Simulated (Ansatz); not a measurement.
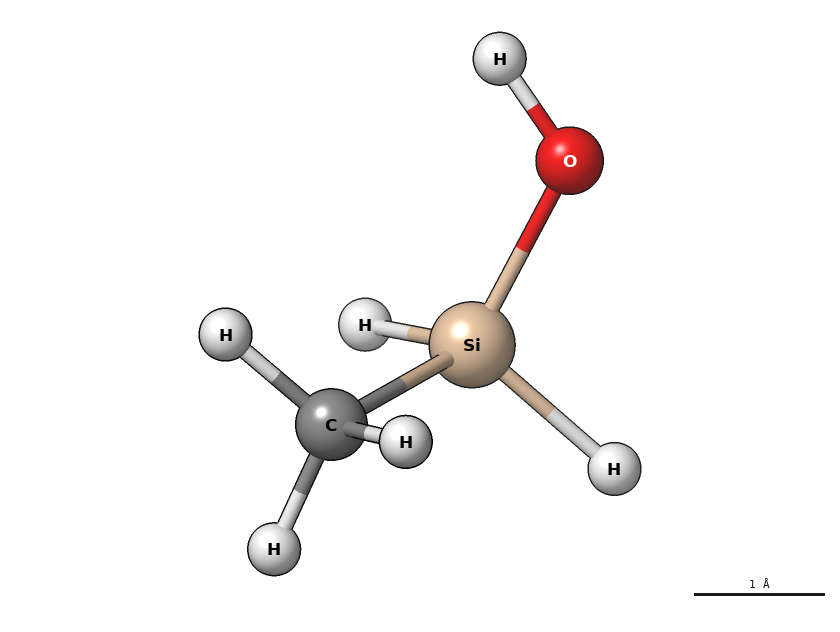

The picture shows a molecular structure as a ball-and-stick model.

The geometry was computed by an optimisation with PBE0-D4/def2-TZVP.

**Which formula does it have?**

CH₆OSi, 9 atoms: 1 carbon, 6 hydrogen, 1 oxygen and 1 silicon.

**How many bonds of each kind are drawn?**

3 C–H, 2 Si–H, 1 C–Si, 1 O–Si, 1 O–H. Sticks follow a distance rule.

The parts below concern this one geometry. Atoms keep their numbers from picture to picture.

**Symmetry**

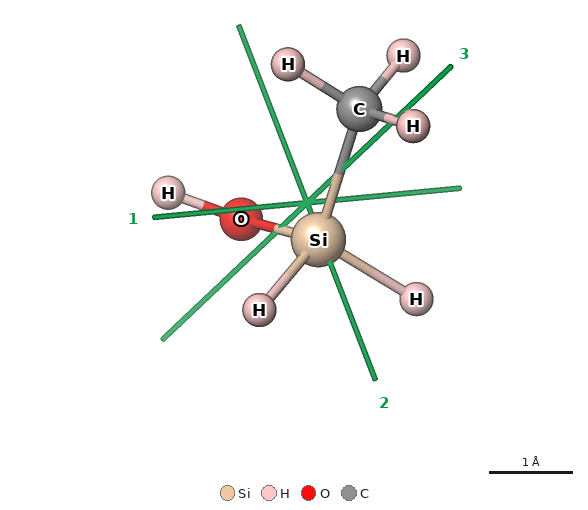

The three principal axes of inertia are drawn and numbered. Distant atoms are faded towards the background colour. Masses are those of the most abundant isotopes; constants are for the rigid equilibrium geometry.

**Which line is the a axis (least moment of inertia), which b and which c?**

a is line 3, b is line 2, c is line 1; the moments are 25.5, 78.0, 93.3 u Å².

**Classify the rotor and give the rotational constants (cm⁻¹).**

An asymmetric top (C1): A = 0.661, B = 0.216, C = 0.181 cm⁻¹. Ray's parameter κ is −0.85, close to the prolate limit.

**Vibrations**

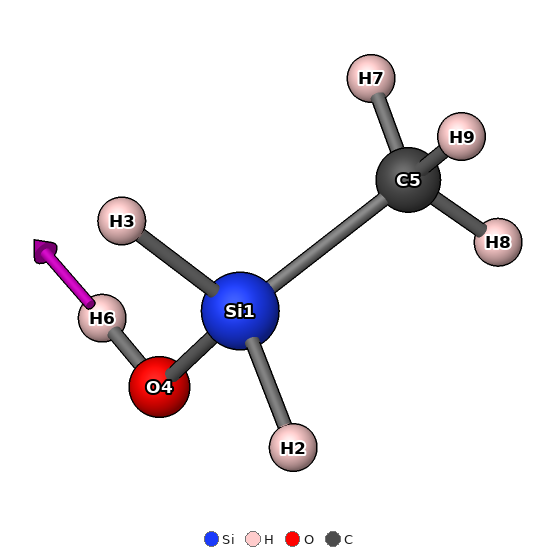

The arrows show one normal mode. Harmonic vibrations computed with RKS PBE0-D4/def2-TZVP (Ansatz 0.2.0) at a stationary point of the same level.

**Describe the motion.**

Mostly O–H stretching.

**Estimate its harmonic wavenumber.**

3932 cm⁻¹; it is mode 21 of 21 counted from the lowest.

**Dipole moment**

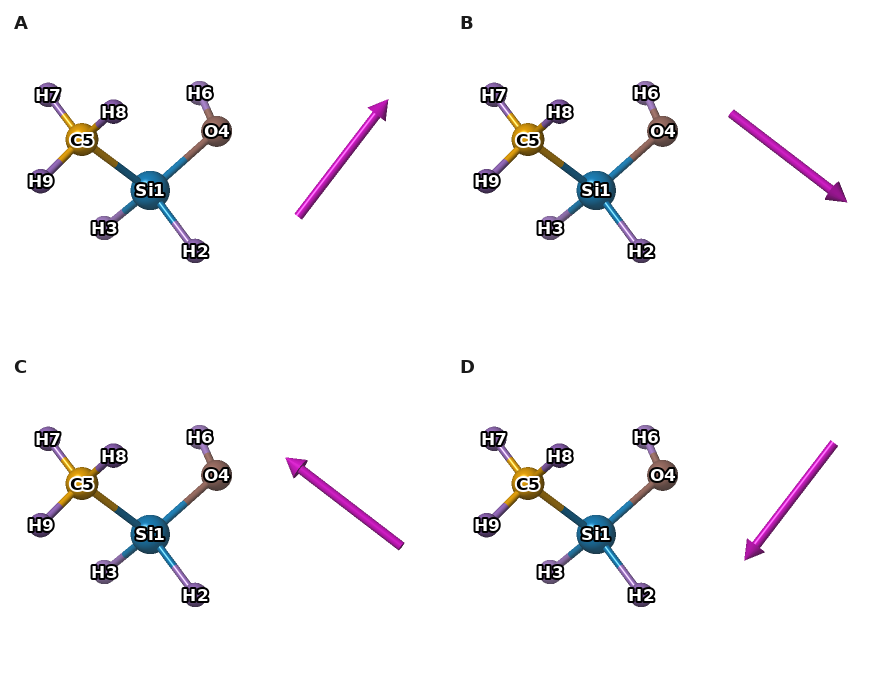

The same molecule four times, each with an arrow. Properties computed with RKS PBE0-D4/def2-TZVP (Ansatz 0.2.0).

**Which arrow points along the dipole moment, from the negative to the positive end?**

C. The dipole moment is 1.71 D; it points from the side of H2 to the side of H7 (the outermost atoms at the two ends).

**Charges**

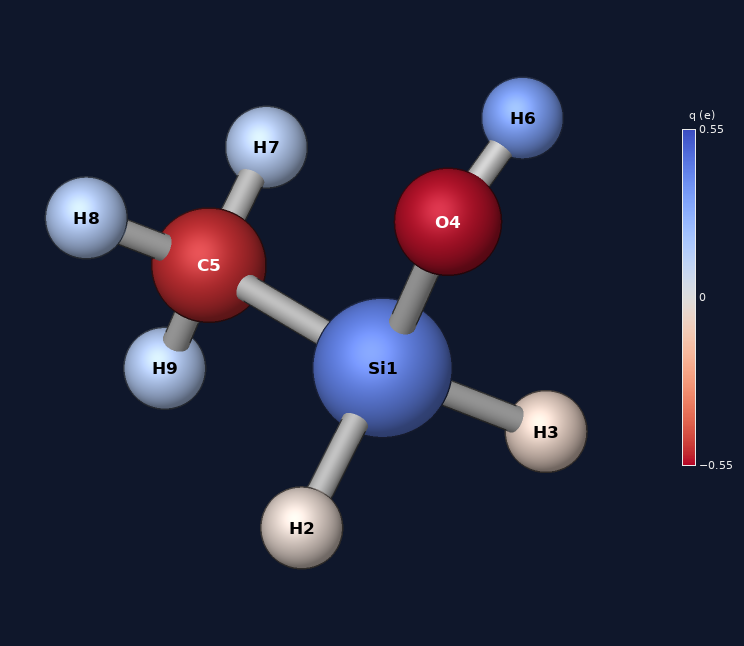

Atoms are coloured by their Mulliken charges. Level of theory: RKS PBE0-D4/def2-TZVP (Ansatz 0.2.0).

Give the Mulliken charges atom by atom.

| atom | value (e) |
| --- | --- |
| Si1 | 0.41 |
| H2 | −0.04 |
| H3 | −0.06 |
| O4 | −0.53 |
| C5 | −0.50 |
| H6 | 0.32 |
| H7 | 0.13 |
| H8 | 0.14 |
| H9 | 0.14 |

**Thermal motion**

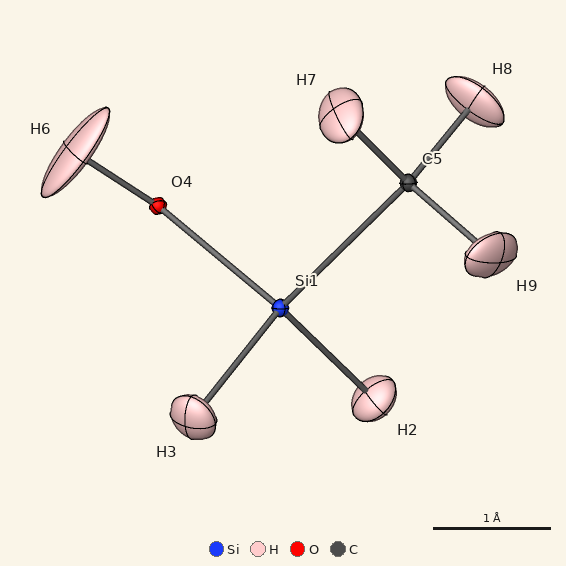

Displacement ellipsoids at the 50 % level, from the internal vibrations of the free molecule (harmonic, no overall translation or rotation; no half-axis is drawn under 0.075 Å). Vibrations computed with RKS PBE0-D4/def2-TZVP (Ansatz 0.2.0). Temperature: 0 K (zero-point motion alone).

List U_eq and the three principal root-mean-square amplitudes for each kind of atom.

| atom | U_eq (Å²) | rms amplitudes (Å) |
| --- | --- | --- |
| Si1 | 0.00047 | 0.018, 0.018, 0.028 |
| H2 | 0.0160 | 0.087, 0.139, 0.145 |
| H3 | 0.0163 | 0.088, 0.142, 0.145 |
| O4 | 0.0010 | 0.021, 0.028, 0.043 |
| C5 | 0.0011 | 0.021, 0.030, 0.043 |
| H6 | 0.0398 | 0.067, 0.144, 0.307 |
| H7 | 0.0213 | 0.074, 0.140, 0.197 |
| H8 | 0.0211 | 0.073, 0.141, 0.196 |
| H9 | 0.0225 | 0.081, 0.143, 0.202 |

Mulliken values depend strongly on the basis set and can even reverse the polarity of a bond.
